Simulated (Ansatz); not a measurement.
# ZrHF2: a trial structure relaxed, part 2 of 3

The task: take a trial cell of ZrHF2 to zero force and stress.

Ansatz 0.2.0; DFT PBE, scalar-relativistic, plane waves, PAW. The steps go on from the part before.

## 3. Rough relaxation on the coarse mesh

The input, input.yaml:

```yaml
crystal:
  lattice:
    - [2.88472919, 0.0, 0.0]
    - [0.0, 2.88472919, 0.0]
    - [0.0, 0.0, 5.84725751]
  atoms:
    - { symbol: Zr, position: [0.5, 0.5, 0.5] }
    - { symbol: H, position: [0.5, 0.5, 0.0] }
    - { symbol: F, position: [0.0, 0.0, 0.75899303] }
    - { symbol: F, position: [0.0, 0.0, 0.24100697] }
basis:
  ecutwfc: 420
kpoints:
  mp_grid: { grid: [6, 6, 4] }
hamiltonian:
  xc: pbe
scf:
  occupations: { method: gaussian, width: 0.1 }
  lower_state_search: "off"
output:
  forces: true
  stress: true
  eigenvalues: true
relax:
  adjacent_minimum: "off"
  f_tol: 0.04
  max_steps: 70
  cell: { stress_tol: 0.4 }
```

Launch:

```
> ansatz run input.yaml --threads 1 --pin off --max-ram 2560MiB --backend cpu --events-out ev --progress --plain --runs-dir out
```

The log of the run:

```text
Warning: RAYON_NUM_THREADS=1 ignored (pool sized by the plan → 1); use --threads N
Engine: ansatz 0.2.0, x86_64-unknown-linux-gnu
Pseudopotentials: kind: paw
Pseudopotential: Zr, paw, valence charge 12, recommended cutoff 420 eV (normal), Zr.paw.azcp
Pseudopotential: H, paw, valence charge 1, recommended cutoff 420 eV (normal), H.paw.azcp
Pseudopotential: F, paw, valence charge 7, recommended cutoff 420 eV (normal), F.paw.azcp
Functional definition: PBE
  parameter kappa = 0.804
  parameter beta = 0.06672455060314922
  exchange = pbe_x(kappa = kappa, mu = beta*pi^2/3)
  correlation = pbe_c(beta = beta)
Crystal: 4 atoms, lattice volume = 48.659 Å³
Basis set: ecut = 420 eV, 943 PW (Γ), exchange–correlation on 40×40×80 points (8 copies of the dense FFT grid, shifted against one another)
Bands: 18, of which v1, the nominal top of the filled ones, is band 14 counted from 1 (13 counted from 0)
Symmetry: 16 space group operations
Space group: P4/mmm (ITA 123), of the structure as read, at distance tolerance 3.7e-5 Å
k-points: 30 of 144
Non-local potential: Zr, projectors of the file, l = 0: 3, l = 1: 2, l = 2: 2, l = 3: 2
Non-local potential: H, projectors of the file, l = 0: 2, l = 1: 1
Non-local potential: F, projectors of the file, l = 0: 2, l = 1: 2, l = 2: 1
PAW form: soft (Blöchl's): semilocal exchange-correlation on the pseudo side does not see the compensation charge
PAW one-centre angular grid: Zr, 590 points (default); XC on 64 Gauss nodes
PAW one-centre angular grid: H, 110 points (default); XC on 64 Gauss nodes
PAW one-centre angular grid: F, 110 points (default); XC on 64 Gauss nodes
Initial density: superposition of atomic densities (neutral atoms: chi_scale 0, normalization atom), corrected by the library's trained network
Initial wavefunctions: pseudopotential atomic-orbital guess
Functional: x = pbe(κ = 0.804, μ = 0.2195149727645171), c = pbe(β = 0.06672455060314922)
SCF iter   1: F=—  HF=-5815.130105 eV  |F-HF|=—  |Δ(HF+E_count)|=         —  Δρ=1.54e-2  dr2=1.13e-1  ethr=1.77e-3  ⟨swp⟩=5.4  Hψ=2380  notcnv=0
preconditioner: auto → Kerker (q_TF=auto, 2.473 Å⁻¹)  [metal: Δε(μ)=0.043 eV  Ē_g=6.906 eV  σ=0.100 eV  W_gap=0.23  n_scr=16 (ndim 8)  ℏωp=20.6 eV  f_vac=0.000  D(μ)=3.40/eV (n_scr^D=38)]
SCF iter   2: F=—  HF=-5815.114228 eV  |F-HF|=—  |Δ(HF+E_count)|=   1.59e-2  Δρ=6.66e-3  dr2=2.77e-2  ethr=4.18e-4  ⟨swp⟩=1.4  Hψ=804  notcnv=0
SCF iter   3: F=—  HF=-5815.108852 eV  |F-HF|=—  |Δ(HF+E_count)|=   5.38e-3  Δρ=2.02e-3  dr2=2.84e-3  ethr=1.03e-4  ⟨swp⟩=1.4  Hψ=565  notcnv=0
SCF iter   4: F=—  HF=-5815.108167 eV  |F-HF|=—  |Δ(HF+E_count)|=   6.84e-4  Δρ=4.17e-4  dr2=7.05e-5  ethr=1.05e-5  ⟨swp⟩=2.1  Hψ=653  notcnv=0
SCF iter   5: F=—  HF=-5815.108070 eV  |F-HF|=—  |Δ(HF+E_count)|=   9.75e-5  Δρ=1.01e-4  dr2=5.38e-6  ethr=2.61e-7  ⟨swp⟩=2.4  Hψ=778  notcnv=0
SCF iter   6: F=—  HF=-5815.108072 eV  |F-HF|=—  |Δ(HF+E_count)|=   2.09e-6  Δρ=3.10e-5  dr2=6.88e-7  ethr=1.99e-8  ⟨swp⟩=2.5  Hψ=772  notcnv=0
SCF iter   7: F=-5815.108072 eV  HF=-5815.108072 eV  |F-HF|=1.31e-8  |Δ(HF+E_count)|=   1.81e-7  Δρ=1.25e-5  dr2=6.98e-8  ethr=3.70e-10  ⟨swp⟩=5.4  Hψ=2224  notcnv=0
SCF 1 converged in 7 iterations: F = -5815.108072 eV  dr2 = 6.98e-8
relax step   1: F+E_penalty+E_count = -5815.10807196 eV  Δ(F+E_penalty+E_count) = +0.000e0 eV  max|allowed force component| = 2.708e0 eV/Å  Δτ_max = 0.0000 Å  P = -9.311 GPa  Ω = 48.659 Å³  (7 SCF iters, dr2 threshold 1.00e-7 eV, accepted)
Crystal: 4 atoms, lattice volume = 47.251 Å³
Basis set: ecut = 420 eV, 919 PW (Γ), exchange–correlation on 40×40×80 points (8 copies of the dense FFT grid, shifted against one another)
Initial density: handed on by an earlier stage of this run
Initial wavefunctions: those handed on with the density
SCF iter   1: F=—  HF=-5817.336718 eV  |F-HF|=—  |Δ(HF+E_count)|=         —  Δρ=6.27e-2  dr2=4.50e0  ethr=3.10e-3  ⟨swp⟩=5.3  Hψ=2250  notcnv=0
preconditioner: auto → LDOS  [insulator: Δε(μ)=0.157 eV  Ē_g=8.420 eV  σ=0.100 eV  W_gap=0.66  n_scr=16 (ndim 8)  ℏωp=20.9 eV  f_vac=0.010  D(μ)=0.54/eV (n_scr^D=2)  ε∞_Penn≈7.2  β→1.0]
SCF iter   2: F=—  HF=-5817.948919 eV  |F-HF|=—  |Δ(HF+E_count)|=   6.12e-1  Δρ=8.55e-2  dr2=1.13e1  ethr=3.10e-3  ⟨swp⟩=2.9  Hψ=1186  notcnv=0  defer=10  recentre
preconditioner: auto → Kerker (q_TF=auto, 2.485 Å⁻¹)  [metal: Δε(μ)=0.056 eV  Ē_g=7.527 eV  σ=0.100 eV  W_gap=0.30  n_scr=16 (ndim 8)  ℏωp=20.9 eV  f_vac=0.006  D(μ)=2.52/eV (n_scr^D=20)  β→0.5]
SCF iter   3: F=—  HF=-5816.476973 eV  |F-HF|=—  |Δ(HF+E_count)|=    1.47e0  Δρ=1.92e-2  dr2=3.73e-1  ethr=3.10e-3  ⟨swp⟩=2.1  Hψ=1088  notcnv=0  defer=6
SCF iter   4: F=—  HF=-5816.456528 eV  |F-HF|=—  |Δ(HF+E_count)|=   2.04e-2  Δρ=1.21e-2  dr2=1.99e-1  ethr=1.38e-3  ⟨swp⟩=2.0  Hψ=844  notcnv=0  defer=6
SCF iter   5: F=—  HF=-5816.438568 eV  |F-HF|=—  |Δ(HF+E_count)|=   1.80e-2  Δρ=5.02e-3  dr2=3.52e-2  ethr=7.36e-4  ⟨swp⟩=1.0  Hψ=574  notcnv=0  defer=6
SCF iter   6: F=—  HF=-5816.434892 eV  |F-HF|=—  |Δ(HF+E_count)|=   3.68e-3  Δρ=9.64e-4  dr2=5.20e-4  ethr=1.30e-4  ⟨swp⟩=1.2  Hψ=537  notcnv=0  defer=6
SCF iter   7: F=—  HF=-5816.434864 eV  |F-HF|=—  |Δ(HF+E_count)|=   2.76e-5  Δρ=6.02e-4  dr2=2.45e-4  ethr=1.93e-6  ⟨swp⟩=1.5  Hψ=705  notcnv=0  defer=6
SCF iter   8: F=—  HF=-5816.434882 eV  |F-HF|=—  |Δ(HF+E_count)|=   1.75e-5  Δρ=3.18e-4  dr2=1.00e-4  ethr=9.09e-7  ⟨swp⟩=1.0  Hψ=534  notcnv=0  defer=7
SCF iter   9: F=—  HF=-5816.434875 eV  |F-HF|=—  |Δ(HF+E_count)|=   6.84e-6  Δρ=1.45e-4  dr2=2.59e-5  ethr=3.71e-7  ⟨swp⟩=1.0  Hψ=531  notcnv=0  defer=7
SCF iter  10: F=—  HF=-5816.434873 eV  |F-HF|=—  |Δ(HF+E_count)|=   2.06e-6  Δρ=5.66e-5  dr2=4.38e-6  ethr=9.61e-8  ⟨swp⟩=1.0  Hψ=531  notcnv=0  defer=7
SCF iter  11: F=-5816.434873 eV  HF=-5816.434873 eV  |F-HF|=2.52e-9  |Δ(HF+E_count)|=   4.38e-7  Δρ=3.32e-6  dr2=4.75e-9  ethr=1.48e-9  ⟨swp⟩=4.5  Hψ=1984  notcnv=0
the search or the solves at the SCF's close seem to have found levels that the self-consistency loop had missed (the run counts 1). By its estimate they hold under 1e-12 electrons; where the run keeps them, the occupations were computed again with them
SCF 2 converged in 11 iterations: F = -5816.434873 eV  dr2 = 4.75e-9
relax step   2: F+E_penalty+E_count = -5816.43487261 eV  Δ(F+E_penalty+E_count) = -1.327e0 eV  max|allowed force component| = 1.834e0 eV/Å  Δτ_max = 0.1864 Å  P = -7.012 GPa  Ω = 47.251 Å³  energy of the carried Pulay correction = +5.105e-3 eV  (11 SCF iters, dr2 threshold 4.00e-7 eV, accepted)
Crystal: 4 atoms, lattice volume = 45.512 Å³
Basis set: ecut = 420 eV, 853 PW (Γ), exchange–correlation on 40×40×80 points (8 copies of the dense FFT grid, shifted against one another)
SCF iter   1: F=—  HF=-5817.171353 eV  |F-HF|=—  |Δ(HF+E_count)|=         —  Δρ=3.13e-2  dr2=9.86e-1  ethr=3.10e-3  ⟨swp⟩=5.7  Hψ=2524  notcnv=0
preconditioner: auto → LDOS  [insulator: Δε(μ)=0.146 eV  Ē_g=8.692 eV  σ=0.100 eV  W_gap=0.70  n_scr=16 (ndim 8)  ℏωp=21.3 eV  f_vac=0.012  D(μ)=0.95/eV (n_scr^D=2)  ε∞_Penn≈7.0  β→1.0]
SCF iter   2: F=—  HF=-5816.990558 eV  |F-HF|=—  |Δ(HF+E_count)|=   1.81e-1  Δρ=1.37e-2  dr2=1.80e-1  ethr=3.10e-3  ⟨swp⟩=2.0  Hψ=1105  notcnv=0  defer=8
SCF iter   3: F=—  HF=-5816.966222 eV  |F-HF|=—  |Δ(HF+E_count)|=   2.43e-2  Δρ=6.11e-3  dr2=4.05e-2  ethr=6.69e-4  ⟨swp⟩=2.2  Hψ=960  notcnv=0  defer=8
SCF iter   4: F=—  HF=-5816.962055 eV  |F-HF|=—  |Δ(HF+E_count)|=   4.17e-3  Δρ=2.41e-3  dr2=1.91e-3  ethr=1.50e-4  ⟨swp⟩=1.5  Hψ=593  notcnv=0  defer=8
SCF iter   5: F=—  HF=-5816.961685 eV  |F-HF|=—  |Δ(HF+E_count)|=   3.70e-4  Δρ=1.09e-3  dr2=9.84e-4  ethr=7.06e-6  ⟨swp⟩=2.1  Hψ=745  notcnv=0  defer=8
SCF iter   6: F=—  HF=-5816.961605 eV  |F-HF|=—  |Δ(HF+E_count)|=   7.99e-5  Δρ=2.82e-4  dr2=1.89e-5  ethr=3.64e-6  ⟨swp⟩=1.7  Hψ=550  notcnv=0  defer=8
SCF iter   7: F=—  HF=-5816.961727 eV  |F-HF|=—  |Δ(HF+E_count)|=   1.23e-4  Δρ=9.09e-5  dr2=2.57e-6  ethr=7.01e-8  ⟨swp⟩=2.2  Hψ=912  notcnv=0  defer=8
SCF iter   8: F=-5816.961728 eV  HF=-5816.961729 eV  |F-HF|=2.81e-7  |Δ(HF+E_count)|=   1.22e-6  Δρ=2.08e-5  dr2=3.99e-7  ethr=1.48e-9  ⟨swp⟩=6.7  Hψ=2441  notcnv=0
the search or the solves at the SCF's close seem to have found levels that the self-consistency loop had missed (the run counts 2). By its estimate they hold under 1e-12 electrons; where the run keeps them, the occupations were computed again with them
SCF 3 converged in 8 iterations: F = -5816.961728 eV  dr2 = 3.99e-7
relax step   3: F+E_penalty+E_count = -5816.96172829 eV  Δ(F+E_penalty+E_count) = -5.269e-1 eV  max|allowed force component| = 1.718e-1 eV/Å  Δτ_max = 0.1046 Å  P = -1.851 GPa  Ω = 45.512 Å³  energy of the carried Pulay correction = +1.162e-2 eV  (8 SCF iters, dr2 threshold 4.00e-7 eV, accepted)
[... from here on, the SCF cycles and remarks between the steps are left out ...]
relax step   4: F+E_penalty+E_count = -5817.20934051 eV  Δ(F+E_penalty+E_count) = -2.476e-1 eV  max|allowed force component| = 5.971e-1 eV/Å  Δτ_max = 0.0344 Å  P = -1.841 GPa  Ω = 43.961 Å³  energy of the carried Pulay correction = +1.764e-2 eV  (6 SCF iters, dr2 threshold 4.00e-7 eV, accepted)
relax step   5: F+E_penalty+E_count = -5817.43614792 eV  Δ(F+E_penalty+E_count) = -2.268e-1 eV  max|allowed force component| = 4.521e-1 eV/Å  Δτ_max = 0.0678 Å  P = -1.219 GPa  Ω = 42.049 Å³  energy of the carried Pulay correction = +2.535e-2 eV  (6 SCF iters, dr2 threshold 4.00e-7 eV, accepted)
relax step   6: F+E_penalty+E_count = -5817.53352022 eV  Δ(F+E_penalty+E_count) = -9.737e-2 eV  max|allowed force component| = 1.162e-1 eV/Å  Δτ_max = 0.0723 Å  P = +1.509 GPa  Ω = 40.074 Å³  energy of the carried Pulay correction = +3.366e-2 eV  (6 SCF iters, dr2 threshold 4.00e-7 eV, accepted)
relax step   7: F+E_penalty+E_count = -5817.53425888 eV  Δ(F+E_penalty+E_count) = -7.387e-4 eV  max|allowed force component| = 7.971e-2 eV/Å  Δτ_max = 0.0007 Å  P = -0.474 GPa  Ω = 40.622 Å³  energy of the carried Pulay correction = +3.132e-2 eV  (6 SCF iters, dr2 threshold 4.00e-7 eV, accepted)
relax step   8: F+E_penalty+E_count = -5817.53505719 eV  Δ(F+E_penalty+E_count) = -7.983e-4 eV  max|allowed force component| = 6.618e-4 eV/Å  Δτ_max = 0.0026 Å  P = -0.001 GPa  Ω = 40.516 Å³  energy of the carried Pulay correction = +3.177e-2 eV  (6 SCF iters, dr2 threshold 4.00e-7 eV, accepted)
relax step   9: F+E_penalty+E_count = -5817.53796755 eV  Δ(F+E_penalty+E_count) = -2.910e-3 eV  max|allowed force component| = 5.215e-3 eV/Å  Δτ_max = 0.0000 Å  P = +0.036 GPa  Ω = 40.516 Å³  stress off target by 5.77e-1 GPa  SCF on the basis re-selected at this cell (its energy is not comparable with the rows above)  (6 SCF iters)
relax step  10: F+E_penalty+E_count = -5817.53830126 eV  Δ(F+E_penalty+E_count) = -3.337e-4 eV  max|allowed force component| = 1.588e-3 eV/Å  Δτ_max = 0.0018 Å  P = +0.011 GPa  Ω = 40.508 Å³  energy of the carried Pulay correction = +7.258e-5 eV  (6 SCF iters, dr2 threshold 4.00e-7 eV, accepted)
iter 1 solved again at ethr=4.72e-8 eV; its pass at ethr=3.10e-3 eV (dr2=1.28e-5 eV) is discarded
SCF iter   1: F=—  HF=-5817.538491 eV  |F-HF|=—  |Δ(HF+E_count)|=         —  Δρ=3.71e-5  dr2=5.82e-8  ethr=4.72e-8  ⟨swp⟩=4.0  Hψ=4138  notcnv=0
preconditioner: auto → none  [insulator: Δε(μ)=0.137 eV  Ē_g=8.436 eV  σ=0.100 eV  W_gap=0.66  n_scr=14 (ndim 8)  ℏωp=22.6 eV  f_vac=0.000  D(μ)=1.35/eV (n_scr^D=6)  ε∞_Penn≈8.2]
SCF iter   2: F=—  HF=-5817.538091 eV  |F-HF|=—  |Δ(HF+E_count)|=   4.00e-4  Δρ=1.96e-5  dr2=1.53e-8  ethr=2.16e-10  ⟨swp⟩=3.1  Hψ=1173  notcnv=0
iter 3 did not close the SCF: its close was put off for the readings that it lacked (scf_convergence_deferred on its scf_iter line)
SCF iter   3: F=-5817.538092 eV  HF=-5817.538092 eV  |F-HF|=1.65e-7  |Δ(HF+E_count)|=   5.67e-7  Δρ=9.02e-6  dr2=2.50e-9  ethr=5.68e-11  ⟨swp⟩=2.0  Hψ=783  notcnv=0
iter 4 did not close the SCF: its close was put off for the readings that it lacked (scf_convergence_deferred on its scf_iter line)
SCF iter   4: F=-5817.538092 eV  HF=-5817.538092 eV  |F-HF|=3.77e-9  |Δ(HF+E_count)|=   1.62e-7  Δρ=1.57e-6  dr2=1.46e-10  ethr=9.26e-12  ⟨swp⟩=2.0  Hψ=826  notcnv=0
iter 5 did not close the SCF: its close was put off for the readings that it lacked (scf_convergence_deferred on its scf_iter line)
SCF iter   5: F=-5817.538092 eV  HF=-5817.538092 eV  |F-HF|=1.82e-11  |Δ(HF+E_count)|=   3.82e-9  Δρ=2.26e-7  dr2=5.69e-12  ethr=1.00e-12  ⟨swp⟩=2.0  Hψ=788  notcnv=0
SCF iter   6: F=-5817.538092 eV  HF=-5817.538092 eV  |F-HF|=3.64e-12  |Δ(HF+E_count)|=  2.00e-11  Δρ=1.02e-7  dr2=1.29e-12  ethr=1.00e-12  ⟨swp⟩=1.8  Hψ=1267  notcnv=0
SCF 11 converged in 6 iterations: F = -5817.538092 eV  dr2 = 1.29e-12
relax step  11: F+E_penalty+E_count = -5817.53809217 eV  Δ(F+E_penalty+E_count) = +2.091e-4 eV  max|allowed force component| = 1.748e-3 eV/Å  Δτ_max = 0.0000 Å  P = +0.007 GPa  Ω = 40.508 Å³  stress off target by 1.40e-2 GPa  SCF on the basis re-selected at this cell (its energy is not comparable with the rows above)  (6 SCF iters)
basis re-selected at this cell: Δ(F+E_penalty+E_count) = +2.091e-4 eV, ΔP = -0.004 GPa vs the last step (what re-selecting the basis moved, of the pressure what is left beyond the Pulay correction that the steps carried, after the strain that the cell walked since its last selection, with what the two solves' SCF thresholds leave and, on support functions, any second-order correction that the steps lacked; it is no measure of the basis error at this ecutwfc). This SCF's stress stands 1.40e-2 GPa from its target on what of the cell is left free (relax.cell.stress_tol is 4.00e-1 GPa) and its largest allowed force component is 1.75e-3 eV/Å (relax.f_tol is 4.00e-2 eV/Å): within both
SCF converged after 6 iterations
Free energy (F): -5817.538092 eV
Harris-Foulkes:  -5817.538092 eV  (|F-HF|=3.64e-12)
Internal energy: -5817.531325 eV  (E = F + TS)
E sigma→0 (E₀):  -5817.534708 eV
Entropy (-TS):   -0.006767 eV (-1.692 meV/atom)
Fermi energy:    11.525117 eV
--- Per-component energies (eV) ---
  E_band       = -158.495361
  E_kinetic    = 759.700554
  E_local      = -1786.999341  (includes V_loc(G=0)·N_el)
  E_nonlocal   = 227.189349
  E_hartree    = 630.417240
  E_xc         = -330.362156
  E_vxc        = -407.399575  (∫ρ·V_xc dr)
  E_paw        = -3354.654231  (= ΣΔE_a)
  E_vpaw       = -211.823710  (= ΣTr[D̂ρ^β])
  E_aug_tail   = 0.002860  (compensation charges beyond the density's cutoff)
  E_ewald      = -1962.825598
  E_smearing   = -0.006767  (= −TS)
  E_closure    = -0.000000  (closes the sum)
  Σ components = -5817.538092   (vs F -5817.538092, Δ=0.00e0)
--- Forces (eV/Å), atoms counted from 1 ---
  atom   1  Zr     0.00000000    -0.00000000    -0.00000000
  atom   2  H     -0.00000000    -0.00000000    -0.00000000
  atom   3  F      0.00000000     0.00000000     0.00174812
  atom   4  F     -0.00000000     0.00000000    -0.00174812
  max |Σ_I F_I| component: 2.17e-19 eV/Å
--- Stress (GPa, compression-positive) ---
        0.014036      -0.000000      -0.000000
       -0.000000       0.014036       0.000000
       -0.000000       0.000000      -0.008526
  P = ⅓ Tr σ = 0.0065 GPa (0.065 kbar)
--- Band table (eV; the first three rows and the last of 30) ---
  k-point 0: bands = ["-39.3112", "-17.4835", "-16.9072", "-16.9072", "-14.8222", "-13.1375", "1.9941", "4.4510", "4.4510", "4.7843", "4.7843", "7.2694", "7.9614", "8.2969", "12.2796", "14.3093", "14.7666", "14.7666"]
  k-point 1: bands = ["-39.3109", "-17.5119", "-16.9068", "-16.9068", "-14.6910", "-13.2860", "2.5823", "4.4777", "4.4777", "4.7441", "4.7441", "6.2771", "8.3137", "8.7592", "12.4118", "14.3130", "14.7304", "14.7304"]
  k-point 2: bands = ["-39.3105", "-17.5395", "-16.9064", "-16.9064", "-14.5290", "-13.4656", "3.6378", "4.5152", "4.5152", "4.6939", "4.6939", "4.9738", "8.3307", "9.8310", "12.1934", "13.9131", "14.3168", "14.6952"]
  k-point 29: bands = ["-39.1109", "-17.6822", "-17.6822", "-17.0349", "-14.4131", "-13.6614", "3.0116", "3.0116", "3.8583", "4.0159", "4.0159", "5.7423", "10.6197", "13.0787", "13.7837", "13.9996", "13.9996", "16.2068"]
--- Relaxed structure (9 steps of the walk, 9 accepted, 2 SCFs on fresh bases) ---
  F+E_penalty+E_count = -5817.53809217 eV   max|allowed force component| = 1.748e-3 eV/Å   (the final SCF, on the basis selected at the relaxed cell)
  cell:  # Å, volume = 40.5082 Å³
    - [3.0132595158612507, -6.2774324505287096e-34, 0.0]
    - [-6.2774324505287096e-34, 3.0132595158612507, 0.0]
    - [0.0, 0.0, 4.461384908008907]
  atoms:
    - { symbol: Zr, position: [0.49999999999999994, 0.49999999999999994, 0.5] }
    - { symbol: H, position: [0.49999999999999994, 0.49999999999999994, 5.933460166616835e-19] }
    - { symbol: F, position: [1.2322456226425184e-35, 2.0863417949502956e-36, 0.7390569331015767] }
    - { symbol: F, position: [1.075769988021246e-35, 1.3039636218439348e-36, 0.2609430668984231] }
```

Run time: 48 s. Hardware: 1 thread of Intel Xeon at 2.50GHz (Skylake/Cascade Lake), shared host; peak memory 0.36 GiB.

Step by step:

| step | energy from step 1 (eV/cell) | largest force component (eV/Å) | pressure (GPa) | volume (Å³) |
| --- | --- | --- | --- | --- |
| 1 | 0.0000 | 2.7084 | -9.31 | 48.66 |
| 2 | -1.3268 | 1.8344 | -7.01 | 47.25 |
| 3 | -1.8537 | 0.1718 | -1.85 | 45.51 |
| 4 | -2.1013 | 0.5971 | -1.84 | 43.96 |
| 5 | -2.3281 | 0.4521 | -1.22 | 42.05 |
| 6 | -2.4254 | 0.1162 | 1.51 | 40.07 |
| 7 | -2.4262 | 0.0797 | -0.47 | 40.62 |
| 8 | -2.4270 | 0.0007 | 0.00 | 40.52 |
| 9 | -2.4299 | 0.0052 | 0.04 | 40.52 |
| 10 | -2.4302 | 0.0016 | 0.01 | 40.51 |
| 11 | -2.4300 | 0.0017 | 0.01 | 40.51 |

Step 1 is the start. Steps 9, 11 each repeat the geometry before them on a plane-wave basis chosen anew, so the energy can jump there without any move.

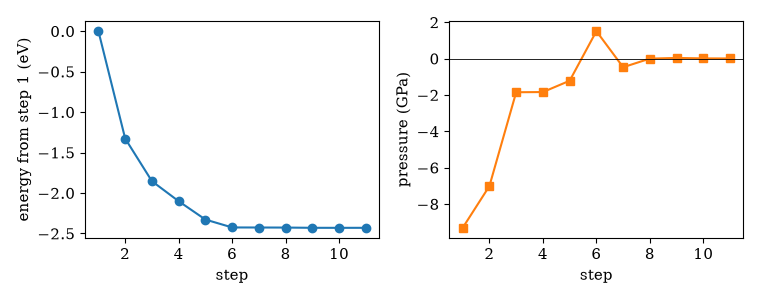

Energy and pressure along the relaxation.

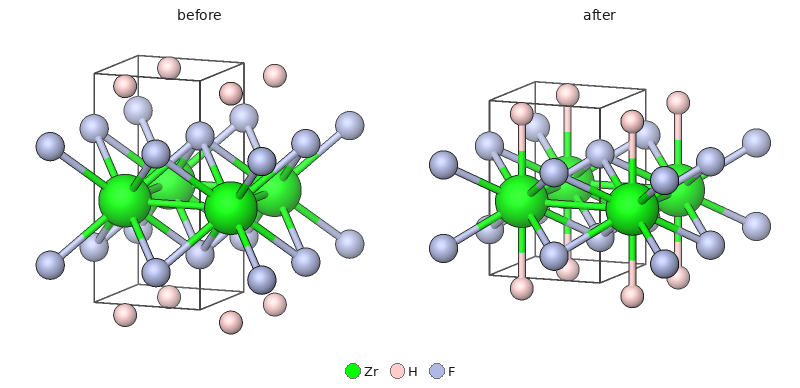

Before and after, at one scale.

|  | before | after | change |
| --- | --- | --- | --- |
| a (Å) | 2.885 | 3.013 | +4.5 % |
| b (Å) | 2.885 | 3.013 | +4.5 % |
| c (Å) | 5.847 | 4.461 | -23.7 % |
| volume (Å³/atom) | 12.16 | 10.13 | -16.8 % |
| shortest distance (Å) | 2.479 | 2.133 | -14.0 % |
| space group (0.01 Å) | P4/mmm | P4/mmm | same |

The run keeps the 16 symmetry operations of the start, so it could not have lowered the symmetry.

(Continued in part 3 of 3.)
